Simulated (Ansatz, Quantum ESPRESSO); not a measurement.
# MgSi3 (Fm-3m): zone-centre phonons, part 2 of 3

Wanted: the vibrations of MgSi3 (Fm-3m) at Γ, by two programs.

Quantum ESPRESSO 7.5; DFT PBE, scalar-relativistic, plane waves, PseudoDojo norm-conserving pseudopotentials.

So far. Step 2 (A probe with smearing): No gap opens on this mesh, so smearing is kept; the start stands at -0.46 GPa. Step 4 (Ground state): The cell stands at -0.0070 GPa, close enough for phonons. The relaxed cell has a = 6.399 Å (conventional setting).

The structure was built from a prototype and need not be the compound's stable phase.

### 5. Linear response at Γ

At q = 0 one unit cell holds all displacements; symmetry groups them into irreducible representations that are solved one by one. With smeared occupations no response to a homogeneous field can be asked.

ph.in

```
phonons
 &inputph
    prefix='x',
    outdir='./tmp',
    fildyn='g.dyn',
    tr2_ph=1.0d-18,
    alpha_mix(1)=0.4,
    nmix_ph=8,
 /
0.000000000000 0.000000000000 0.000000000000
```

The run is started by

```bash
> OMP_NUM_THREADS=1 mpirun -n 4 ph.x -nk 4 -in ph.in > ph.out
```

The log of the run:

```text
[banners, grids, parts of the stress and lines that vanish by symmetry left out]
[banner, memory and clock lines left out]
Program PHONON v.7.5

     ./tmp/x.save/

     IMPORTANT: XC functional enforced from input :
     Exchange-correlation= PBE
                           (   1   4   3   4   0   0   0)
     Any further DFT definition will be discarded
     Please, verify this is what you really want

     G-vector sticks info

     Reading collected, re-writing distributed wavefunctions in ./tmp/

     Number and degeneracy of irreps per q-point
       N         xq(1)         xq(2)         xq(3)   N irreps
       1   0.000000000   0.000000000   0.000000000       4
        3   3   3   3

     Calculation of q =    0.0000000   0.0000000   0.0000000

Possibly too few bands at point    2  -0.08839   0.08839  -0.08839

     phonons

     bravais-lattice index     =            0
     lattice parameter (alat)  =       8.5502  a.u.
     unit-cell volume          =     441.9867 (a.u.)^3
     number of atoms/cell      =            4
     number of atomic types    =            2
     kinetic-energy cut-off    =      84.0000  Ry
     charge density cut-off    =     336.0000  Ry
     convergence threshold     =      1.0E-18
     beta                      =       0.4000
     number of iterations used =            8
     Exchange-correlation= PBE
                           (   1   4   3   4   0   0   0)

     celldm(1)=    8.55017  celldm(2)=    0.00000  celldm(3)=    0.00000
     celldm(4)=    0.00000  celldm(5)=    0.00000  celldm(6)=    0.00000

     crystal axes: (cart. coord. in units of alat)
               a(1) = ( -0.7071  0.0000  0.7071 )
               a(2) = (  0.0000  0.7071  0.7071 )
               a(3) = ( -0.7071  0.7071  0.0000 )

     reciprocal axes: (cart. coord. in units 2 pi/alat)
               b(1) = ( -0.7071 -0.7071  0.7071 )
               b(2) = (  0.7071  0.7071  0.7071 )
               b(3) = ( -0.7071  0.7071 -0.7071 )

     Atoms inside the unit cell:

     Cartesian axes

     site n.  atom      mass           positions (alat units)
        1  Mg     24.3050   tau(    1) = (    0.00000    0.00000    0.00000  )
        2  Si     28.0850   tau(    2) = (   -0.70711    0.70711    0.70711  )
        3  Si     28.0850   tau(    3) = (   -1.06066    1.06066    1.06066  )
        4  Si     28.0850   tau(    4) = (   -0.35355    0.35355    0.35355  )

     Computing dynamical matrix for
                    q = (   0.0000000   0.0000000   0.0000000 )

     49 Sym.Ops. (with q -> -q+G )

     G cutoff =  622.1986  (  45863 G-vectors)     FFT grid: ( 50, 50, 50)

     number of k points=    29  Marzari-Vanderbilt smearing, width (Ry)=  0.0200
                       cart. coord. in units 2pi/alat
        k(    1) = (   0.0000000   0.0000000   0.0000000), wk =   0.0039062
        k(    2) = (  -0.0883883   0.0883883  -0.0883883), wk =   0.0312500
        k(    3) = (  -0.1767767   0.1767767  -0.1767767), wk =   0.0312500
        [... further k-points left out ...]

     PseudoPot. # 1 for Mg read from file:
     ./pseudo/Mg.upf
     Pseudo is Norm-conserving, Zval = 10.0
     Using radial grid of 1510 points,  4 beta functions with:
                l(1) =   0
                l(2) =   0
                l(3) =   1
                l(4) =   1

     PseudoPot. # 2 for Si read from file:
     ./pseudo/Si.upf
     Pseudo is Norm-conserving + core correction, Zval =  4.0
     Using radial grid of 1510 points,  6 beta functions with:
                l(1) =   0
                l(2) =   0
                l(3) =   1
                l(4) =   1
                l(5) =   2
                l(6) =   2

     Mode symmetry, O_h (m-3m)  point group:

     Atomic displacements:
     There are    4 irreducible representations

     Representation     1      3 modes -  To be done

     Representation     2      3 modes -  To be done

     Representation     3      3 modes -  To be done

     Representation     4      3 modes -  To be done

     Alpha used in Ewald sum =   2.8000

     Representation #   1 modes #   1   2   3

     Self-consistent Calculation
      iter #   1   av.it.:   6.1
      thresh= 1.000E-02 alpha_mix =  0.400 |ddv_scf|^2 =  3.685E-08
      iter #   2   av.it.:  14.9
      thresh= 1.920E-05 alpha_mix =  0.400 |ddv_scf|^2 =  5.711E-10
      iter #   3   av.it.:  15.4
      thresh= 2.390E-06 alpha_mix =  0.400 |ddv_scf|^2 =  7.456E-11
      iter #   4   av.it.:  16.2
      thresh= 8.635E-07 alpha_mix =  0.400 |ddv_scf|^2 =  2.282E-13
      iter #   5   av.it.:  16.2
      thresh= 4.777E-08 alpha_mix =  0.400 |ddv_scf|^2 =  1.868E-14
      iter #   6   av.it.:  16.3
      thresh= 1.367E-08 alpha_mix =  0.400 |ddv_scf|^2 =  9.385E-16
      iter #   7   av.it.:  16.5
      thresh= 3.063E-09 alpha_mix =  0.400 |ddv_scf|^2 =  5.700E-18
      iter #   8   av.it.:  16.2
      thresh= 2.387E-10 alpha_mix =  0.400 |ddv_scf|^2 =  6.896E-19

     End of self-consistent calculation

     Convergence has been achieved

     Representation #   2 modes #   4   5   6

     Self-consistent Calculation
      iter #   1   av.it.:   5.6
      thresh= 1.000E-02 alpha_mix =  0.400 |ddv_scf|^2 =  5.927E-09
      iter #   2   av.it.:  15.6
      thresh= 7.698E-06 alpha_mix =  0.400 |ddv_scf|^2 =  5.524E-10
      iter #   3   av.it.:  16.2
      thresh= 2.350E-06 alpha_mix =  0.400 |ddv_scf|^2 =  3.261E-11
      iter #   4   av.it.:  15.9
      thresh= 5.711E-07 alpha_mix =  0.400 |ddv_scf|^2 =  2.163E-12
      iter #   5   av.it.:  16.0
      thresh= 1.471E-07 alpha_mix =  0.400 |ddv_scf|^2 =  5.412E-14
      iter #   6   av.it.:  17.0
      thresh= 2.326E-08 alpha_mix =  0.400 |ddv_scf|^2 =  2.099E-15
[...]
End of self-consistent calculation

     Convergence has been achieved

     Representation #   3 modes #   7   8   9

     Self-consistent Calculation
[...]
End of self-consistent calculation

     Convergence has been achieved

     Representation #   4 modes #  10  11  12

     Self-consistent Calculation
[...]
iter #   4   av.it.:  16.8
      thresh= 7.737E-06 alpha_mix =  0.400 |ddv_scf|^2 =  1.688E-10
      iter #   5   av.it.:  16.4
      thresh= 1.299E-06 alpha_mix =  0.400 |ddv_scf|^2 =  1.744E-11
      iter #   6   av.it.:  16.0
      thresh= 4.177E-07 alpha_mix =  0.400 |ddv_scf|^2 =  2.668E-13
      iter #   7   av.it.:  16.3
      thresh= 5.166E-08 alpha_mix =  0.400 |ddv_scf|^2 =  4.186E-14
      iter #   8   av.it.:  16.9
      thresh= 2.046E-08 alpha_mix =  0.400 |ddv_scf|^2 =  1.682E-16
      iter #   9   av.it.:  16.7
      thresh= 1.297E-09 alpha_mix =  0.400 |ddv_scf|^2 =  1.696E-18
      iter #  10   av.it.:  16.2
      thresh= 1.302E-10 alpha_mix =  0.400 |ddv_scf|^2 =  1.616E-19

     End of self-consistent calculation

     Convergence has been achieved

     Number of q in the star =    1
     List of q in the star:
          1   0.000000000   0.000000000   0.000000000

     Diagonalizing the dynamical matrix

     q = (    0.000000000   0.000000000   0.000000000 )

 **************************************************************************
     freq (    1) =       1.149350 [THz] =      38.338190 [cm-1]
     freq (    2) =       1.149350 [THz] =      38.338190 [cm-1]
     freq (    3) =       1.149350 [THz] =      38.338190 [cm-1]
     freq (    4) =       2.919230 [THz] =      97.375026 [cm-1]
     freq (    5) =       2.919230 [THz] =      97.375026 [cm-1]
     freq (    6) =       2.919230 [THz] =      97.375026 [cm-1]
     freq (    7) =       4.037101 [THz] =     134.663184 [cm-1]
     freq (    8) =       4.037101 [THz] =     134.663184 [cm-1]
     freq (    9) =       4.037101 [THz] =     134.663184 [cm-1]
     freq (   10) =       8.204660 [THz] =     273.677991 [cm-1]
     freq (   11) =       8.204660 [THz] =     273.677991 [cm-1]
     freq (   12) =       8.204660 [THz] =     273.677991 [cm-1]
 **************************************************************************

     Mode symmetry, O_h (m-3m)  point group:

     freq (   1-   3) =         38.3  [cm-1]   --> T_1u G_15  G_4- I
     freq (   4-   6) =         97.4  [cm-1]   --> T_2g G_25' G_5+ R
     freq (   7-   9) =        134.7  [cm-1]   --> T_1u G_15  G_4- I
     freq (  10-  12) =        273.7  [cm-1]   --> T_1u G_15  G_4- I
```

Run time: 10 min. Hardware: 4 MPI ranks of Arm Neoverse V1, shared host; 41 min of CPU time.

This step gave:

```
largest acoustic frequency at the zone centre before the sum rule : 38.34 cm⁻¹
highest optical zone-centre mode (no LO-TO term)                  : 273.7 cm⁻¹
lowest optical zone-centre mode                                   : 97.38 cm⁻¹
```

The acoustic modes at Γ come out as far as 38.3 cm⁻¹ from zero, where they should vanish, a sizeable error of basis and grid.

### 6. Zone-centre analysis

A rigid shift of the crystal must cost nothing, but grids and finite bases break this; the acoustic sum rule is imposed before the matrix is diagonalised again.

dynmat.in

```
 &input
    fildyn='g.dyn',
    asr='simple',
    fileig='dynmat.eig',
 /
```

The run is started by

```bash
> dynmat.x -in dynmat.in > dynmat.out
```

The log of the run:

```text
[banner, memory and clock lines left out]
Program DYNMAT v.7.5

     Reading Dynamical Matrix from file g.dyn
     ...Force constants read
     ...epsilon and Z* not read (not found on file)
     A direction for q was not specified:TO-LO splitting will be absent

     Polarizability (A^3 units)
     multiply by 1.000000 for Clausius-Mossotti correction
         0.000000    0.000000    0.000000
         0.000000    0.000000    0.000000
         0.000000    0.000000    0.000000

     IR activities are in (D/A)^2/amu units

# mode   [cm-1]    [THz]      IR
    1     -0.00   -0.0000    0.0000
    2      0.00    0.0000    0.0000
    3      0.00    0.0000    0.0000
    4     97.39    2.9195    0.0000
    5     97.39    2.9195    0.0000
    6     97.39    2.9195    0.0000
    7    133.06    3.9889    0.0000
    8    133.06    3.9889    0.0000
    9    133.06    3.9889    0.0000
   10    263.72    7.9061    0.0000
   11    263.72    7.9061    0.0000
   12    263.72    7.9061    0.0000

[end of the log left out, with the tail of the file of modes that dynmat.x writes under the same name]
```

Run time: 0.46 s. Hardware: 1 thread.

This step gave:

```yaml
highest_optical_zone_centre_mode_no_lo_to_term: 263.7 cm⁻¹
lowest_optical_zone_centre_mode: 97.39 cm⁻¹
```

Unit eigenvectors of the mass-weighted matrix after the sum rule; no LO-TO term. The modes at Γ (shares of kinetic energy by element, %):

```csv
mode,frequency (cm⁻¹),symmetry,Mg %,Si %
1,0.0,acoustic,22,78
2,0.0,acoustic,22,78
3,0.0,acoustic,22,78
4,97.4,T2g,0,100
5,97.4,T2g,0,100
6,97.4,T2g,0,100
7,133.1,T1u,6,94
8,133.1,T1u,6,94
9,133.1,T1u,6,94
10,263.7,T1u,72,28
11,263.7,T1u,72,28
12,263.7,T1u,72,28
```

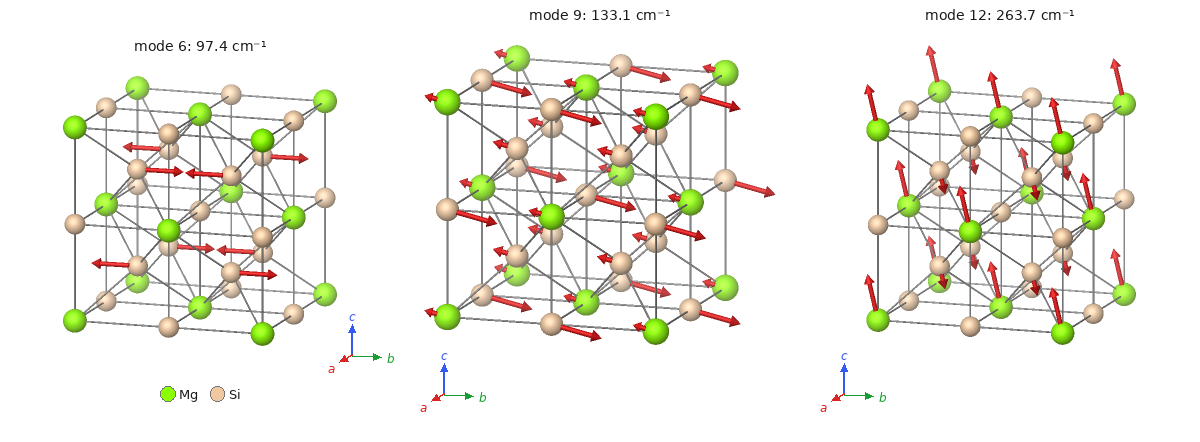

Displacement patterns of modes 6, 9 and 12 at Γ; arrows are exaggerated. Some periodic images of atoms are drawn too.

The rule also moves an optical mode by 10.0 cm⁻¹.

### 7. Sum rules set otherwise: a sum rule for molecules or wires on a crystal

This rule also removes rotations, which suits molecules and not a crystal; it is tried to see the harm.

dynmat.in

```
 &input
    fildyn='g.dyn',
    asr='zero-dim',
    fileig='dynmat.eig',
 /
```

The run is started by

```bash
> dynmat.x -in dynmat.in > dynmat.out
```

The log of the run:

```text
[banner, memory and clock lines left out]
Program DYNMAT v.7.5

     Reading Dynamical Matrix from file g.dyn
     ...Force constants read
     ...epsilon and Z* not read (not found on file)
     Acoustic Sum Rule: || Z*(ASR) - Z*(orig)|| =    0.000000E+00
     Acoustic Sum Rule: ||dyn(ASR) - dyn(orig)||=    1.746629E-01
     A direction for q was not specified:TO-LO splitting will be absent

     Polarizability (A^3 units)
     multiply by 1.000000 for Clausius-Mossotti correction
         0.000000    0.000000    0.000000
         0.000000    0.000000    0.000000
         0.000000    0.000000    0.000000

     IR activities are in (D/A)^2/amu units

# mode   [cm-1]    [THz]      IR
    1     -0.00   -0.0000    0.0000
    2     -0.00   -0.0000    0.0000
    3      0.00    0.0000    0.0000
    4      0.00    0.0000    0.0000
    5      0.00    0.0000    0.0000
    6     97.38    2.9192    0.0000
    7    130.56    3.9140    0.0000
    8    130.56    3.9140    0.0000
    9    134.44    4.0304    0.0000
   10    192.85    5.7816    0.0000
   11    192.85    5.7816    0.0000
   12    272.83    8.1791    0.0000

   )
[end of the log left out, with the tail of the file of modes that dynmat.x writes under the same name]
```

It took 0.46 s on 1 thread.

The program raised no error, yet the settings are not those of a careful run.

The fault: a sum rule for molecules or wires on a crystal; 2 optical modes are projected out to zero frequency, as if they were rotations.

For a crystal the rule has to be 'simple' or 'crystal'.

Zone-centre frequencies as printed; negative means imaginary. Modes:

| mode | frequency (cm⁻¹) |
| --- | --- |
| 1 | 0 |
| 2 | 0 |
| 3 | 0 |
| 4 | 0 |
| 5 | 0 |
| 6 | 97.38 |
| 7 | 130.6 |
| 8 | 130.6 |
| 9 | 134.4 |
| 10 | 192.8 |
| 11 | 192.8 |
| 12 | 272.8 |

### 8. Sum rules set otherwise (asr crystal)

The rule can be imposed in more than one way; the choices should agree where the raw error is small.

dynmat.in

```
 &input
    fildyn='g.dyn',
    asr='crystal',
    fileig='dynmat.eig',
 /
```

The run is started by

```bash
> dynmat.x -in dynmat.in > dynmat.out
```

The log of the run:

```text
[banner, memory and clock lines left out]
Program DYNMAT v.7.5

     Reading Dynamical Matrix from file g.dyn
     ...Force constants read
     ...epsilon and Z* not read (not found on file)
     Acoustic Sum Rule: || Z*(ASR) - Z*(orig)|| =    0.000000E+00
     Acoustic Sum Rule: ||dyn(ASR) - dyn(orig)||=    1.530653E-02
     A direction for q was not specified:TO-LO splitting will be absent

     Polarizability (A^3 units)
     multiply by 1.000000 for Clausius-Mossotti correction
         0.000000    0.000000    0.000000
         0.000000    0.000000    0.000000
         0.000000    0.000000    0.000000

     IR activities are in (D/A)^2/amu units

# mode   [cm-1]    [THz]      IR
    1     -0.00   -0.0000    0.0000
    2     -0.00   -0.0000    0.0000
    3      0.00    0.0000    0.0000
    4     97.38    2.9192    0.0000
    5     97.38    2.9192    0.0000
    6     97.38    2.9192    0.0000
    7    134.44    4.0304    0.0000
    8    134.44    4.0304    0.0000
    9    134.44    4.0304    0.0000
   10    272.83    8.1791    0.0000
   11    272.83    8.1791    0.0000
   12    272.83    8.1791    0.0000

   )
[end of the log left out, with the tail of the file of modes that dynmat.x writes under the same name]
```

It took 0.46 s on 1 thread.

This step gave:

```
highest optical zone-centre mode (no LO-TO term) : 272.8 cm⁻¹
lowest optical zone-centre mode                  : 97.38 cm⁻¹
```

Zone-centre frequencies as printed; negative means imaginary. Modes:

```csv
mode,frequency (cm⁻¹)
1,0
2,0
3,0
4,97.38
5,97.38
6,97.38
7,134.4
8,134.4
9,134.4
10,272.8
11,272.8
12,272.8
```

Against the first rule no mode moves by more than 9.2 cm⁻¹.

[end of part 2 of 3]

[Host names and launcher messages were left out of these logs when they were recorded.]

[Logs are printed without paths, hosts, clocks, repeated set-up lines and the standing remarks that a program may print on its own settings, such as how far it seeks lower states.]

[Hosts, paths, dates, database ids (printed as entryN), source tags and the programs' standing remarks are cut or masked in the printed files.]
